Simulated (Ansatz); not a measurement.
A periodic structure is given below.

```
CELL_PARAMETERS angstrom
3.86702 0.00000 0.00000
0.00000 3.86702 0.00000
0.00000 0.00000 3.86702
ATOMIC_POSITIONS crystal
Pt 0.00000 0.00000 0.00000
Pt 0.00000 0.50000 0.50000
Pt 0.50000 0.00000 0.50000
Pt 0.50000 0.50000 0.00000
```

Interpret the file: composition, symmetry and coordination.

Answer. The element is platinum. It belongs to space group Fm-3m (No. 225) and has a face-centred cubic lattice. Among the common structure types it is face-centred cubic (Cu type). The cell holds four atoms. Each Pt has twelve Pt in a cuboctahedral arrangement at 2.73 Å. The bonds build a three-dimensional framework.

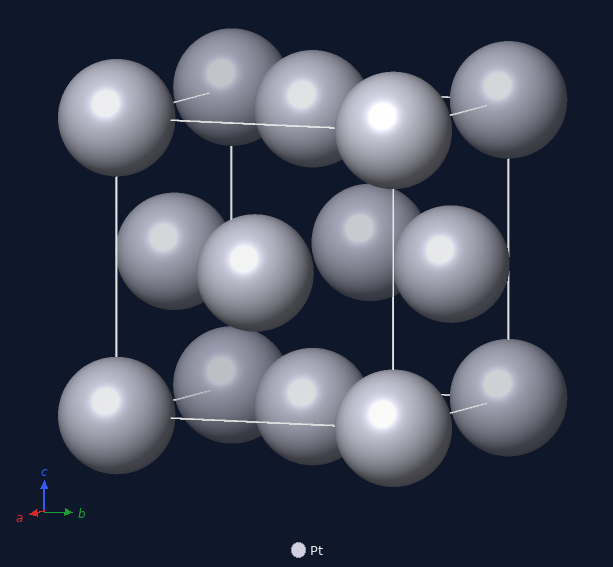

This spheres-only model is shown slightly off an axis. The parallelepiped is the conventional unit cell. Colours: platinum light grey.

The structure comes from the standard structure of this element. Earlier steps of the study, as a rule a relaxation of our own, may have changed the cell and positions, so they can lie some per cent off the listed ones. A calculation with Ansatz used it as input.

At this level of theory the run's own cell isn't at rest (compressed, at 18 GPa), so its distances can differ from those at equilibrium, the more so the softer the solid.
